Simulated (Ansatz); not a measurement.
# Si4H11OF: single-point calculation

The run: single-point calculation of Si4H11OF. Method and program: RKS PBE0-D4/def2-TZVPP (Ansatz 0.2.0).

The geometry is the product side of a reaction. The reaction was set up to form Si1–O7 and Si2–H6 and to break Si1–Si2 and H6–O7 (atoms counted from 1 in the order of the input); sticks are drawn by distance alone. The geometry comes from this level: PBE0-D4/def2-TZVP.

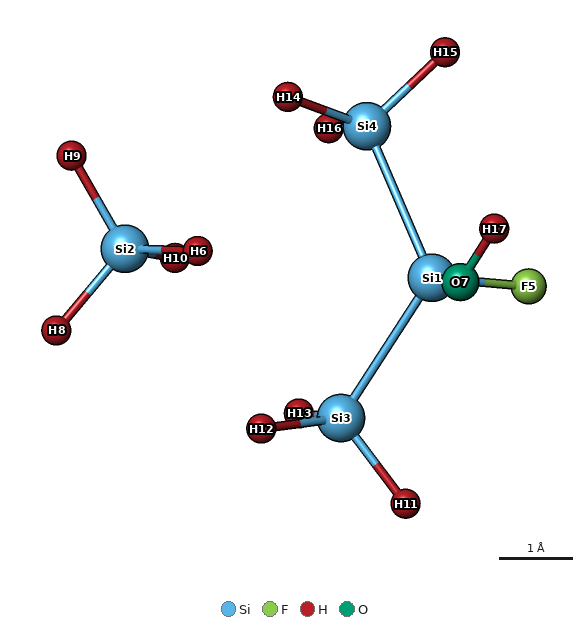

Fig. 1: The structure as given in the input (ball-and-stick view, seen on its broad side; atoms are numbered from 1 in the order of the input). Bond lengths as drawn: F–Si 1.61 Å, H–O 0.96 Å, H–Si 1.48 to 1.49 Å, O–Si 1.64 Å and Si–Si 2.35 to 2.36 Å.

**Summary**

```csv
quantity,value
outcome,converged
total energy,−36441.2438 eV
mean-field energy,−36440.8448 eV
dispersion energy,−0.3990 eV
SCF solution under orbital rotations,stable
HOMO,−7.63 eV
LUMO,−0.77 eV
hardware,"4 CPU threads, shared host"
wall time,3.6 s (CPU time 4.7 s)
peak memory,0.95 GiB
```

**Input file**
```yaml
crystal:
  periodic: [false, false, false]
  atoms:
    - {symbol: Si, position_ang: [-0.523049, 1.611387, 0.005289]}
    - {symbol: Si, position_ang: [1.257737, -2.328139, 0.127506]}
    - {symbol: Si, position_ang: [0.229533, 0.806639, -2.068825]}
    - {symbol: Si, position_ang: [-1.557282, 0.117273, 1.506589]}
    - {symbol: F, position_ang: [-1.666080, 2.703229, -0.311544]}
    - {symbol: H, position_ang: [1.913270, -1.125261, 0.698470]}
    - {symbol: O, position_ang: [0.771024, 2.356904, 0.688554]}
    - {symbol: H, position_ang: [2.114952, -2.909929, -0.935458]}
    - {symbol: H, position_ang: [1.030599, -3.330601, 1.198751]}
    - {symbol: H, position_ang: [-0.052258, -1.940725, -0.460594]}
    - {symbol: H, position_ang: [0.483011, 1.960413, -2.972903]}
    - {symbol: H, position_ang: [1.485299, 0.025601, -1.916590]}
    - {symbol: H, position_ang: [-0.810041, -0.066880, -2.675213]}
    - {symbol: H, position_ang: [-0.567211, -0.804590, 2.125918]}
    - {symbol: H, position_ang: [-2.199590, 0.905324, 2.596464]}
    - {symbol: H, position_ang: [-2.599375, -0.687076, 0.815823]}
    - {symbol: H, position_ang: [0.689362, 2.706631, 1.577766]}
basis:
  gaussian: {orbitals: def2-TZVPP}
hamiltonian: {xc: pbe0, dispersion: d4}
output: {orbitals: {seedname: orbitals}}
```

Command:
```bash
ansatz run in.yaml --threads 4 --pin off --events-out ev --progress --plain --max-ram 41984MiB --backend cuda --devices 0, --max-vram 37GiB
```

**What the program printed**
```
Functional definition: PBE0
  name "PBE0"
  cite "Adamo & Barone, J. Chem. Phys. 110, 6158 (1999) doi:10.1063/1.478522"
  cite "Perdew, Burke & Ernzerhof, Phys. Rev. Lett. 77, 3865 (1996) doi:10.1103/PhysRevLett.77.3865"
  parent pbe
  parameter a = 0.25
  parameter kappa = 0.804
  parameter beta = 0.06672455060314922
  exchange = (1 - a)*pbe_x(kappa = kappa, mu = beta*pi^2/3) + a*exact_x
  correlation = pbe_c(beta = beta)
2120 factors; their error is unknown
mean field evaluation 1: about -36435.3145 eV, gradient 5.9e1 eV
mean field evaluation 2: about -36426.0171 eV, gradient 9.4e1 eV
mean field evaluation 4: about -36440.7369 eV, gradient 4.7e0 eV
mean field evaluation 8: about -36440.7660 eV, gradient 4.1e-2 eV
mean field -36440.84479178 eV, -1339.1763456062 hartree, gradient 8.3e-5 eV, S^2 0.000000; 0 other end points of the search recorded, 0 dependent functions left out
reference -36440.84483679 eV, -1339.1763472601 hartree; 42, 42 occupied and 342, 342 virtual orbitals, 2120 factors
Total energy: -36441.24382900 eV, -1339.1910099535 hartree
```

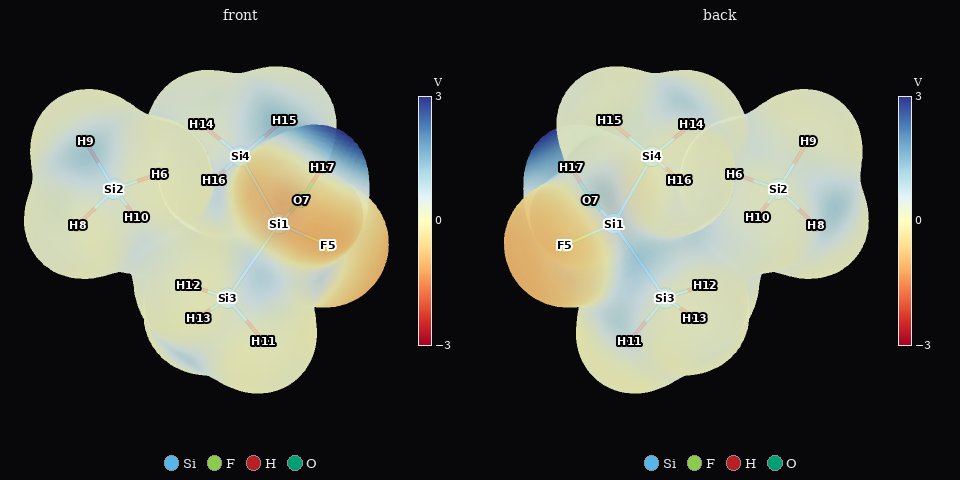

Fig. 2: The molecular electrostatic potential painted on the density surface at 0.002 e/bohr³, seen at a tilt and from behind; the colour scale runs from red (negative) to blue (positive). A positive charge is drawn to the negative regions and a negative charge to the positive ones.

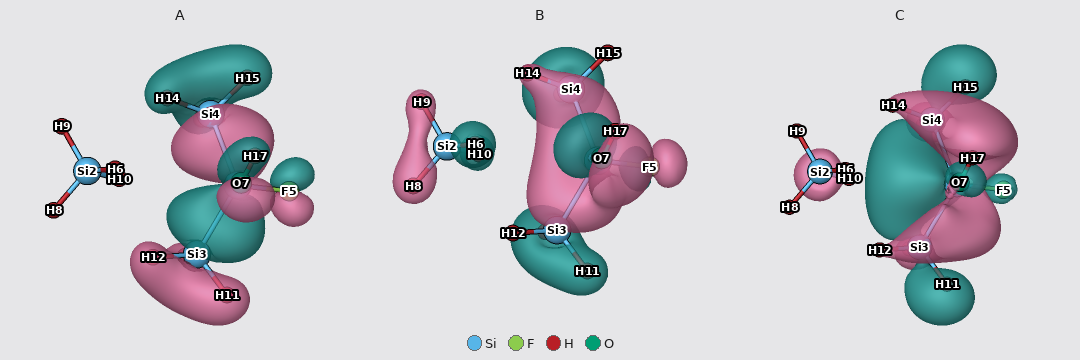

Fig. 3: Three frontier orbitals at ±0.06 Å⁻³ᐟ² (teal and pink are the two phases). B is the HOMO−1 (−9.51 eV). By Hirshfeld shares it lies mainly on O7 (25 %), Si1 (20 %), Si3 (15 %) and Si4 (10 %). A is the HOMO (−7.63 eV). By Hirshfeld shares it lies mainly on Si1 (30 %), Si4 (25 %) and Si3 (20 %). C is the LUMO (−0.77 eV). By Hirshfeld shares it lies mainly on Si1 (30 %), Si4 (20 %) and Si3 (15 %). The HOMO–LUMO gap is 6.86 eV between the orbital energies.

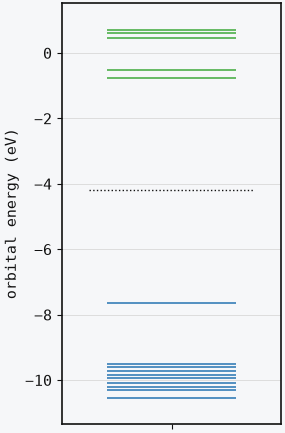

Fig. 4: Orbital energies near the frontier; the dotted line parts filled from empty levels, and levels within 0.02 eV of each other stand side by side. Highest filled −7.63 eV, lowest empty −0.77 eV, 6.86 eV apart.
